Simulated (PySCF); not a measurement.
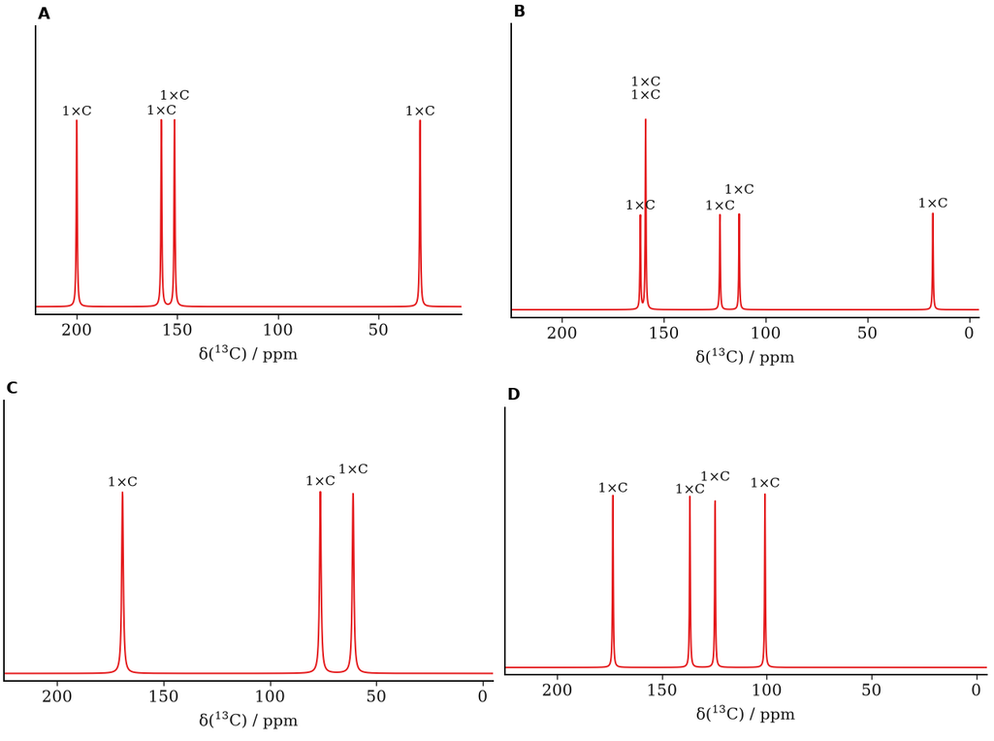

GIAO shifts, PBE0/pcSseg-1, PySCF 2.14.0, at a GFN2-xTB geometry (no frequency check), against TMS for ¹³C computed at the same level. Gas phase, fully decoupled, line heights follow the number of nuclei, widths are arbitrary (no quadrupolar broadening); values of one conformer, averaged over methyl-type rotors and exact or near symmetry; other conformers aren't averaged in.

> Pair each panel with its molecule.
1. C₄H₇N₃OSi, SMILES CC(=O)c1n[nH]nc1[SiH3]
2. C₆H₇NOS, SMILES [H]/N=C/c1ccc(SC)o1
3. C₃H₇NO₂ (2-methoxyacetamide), SMILES COCC(N)=O
4. C₄H₅F, SMILES C=CC(=C)F

A: 1 (200.0 (1 C), 157.9 (1 C), 151.4 (1 C), 29.3 (1 C) ppm)
B: 2 (161.6 (1 C), 159.0 (1 C), 158.9 (1 C), 122.4 (1 C), 113.0 (1 C), 17.8 (1 C) ppm)
C: 3 (169.3 (1 C), 76.3 (1 C), 60.9 (1 C) ppm)
D: 4 (173.4 (1 C), 136.7 (1 C), 124.7 (1 C), 100.8 (1 C) ppm)

Limits of at least one run: the tight-binding geometry is rougher than a DFT one and adds to the error.
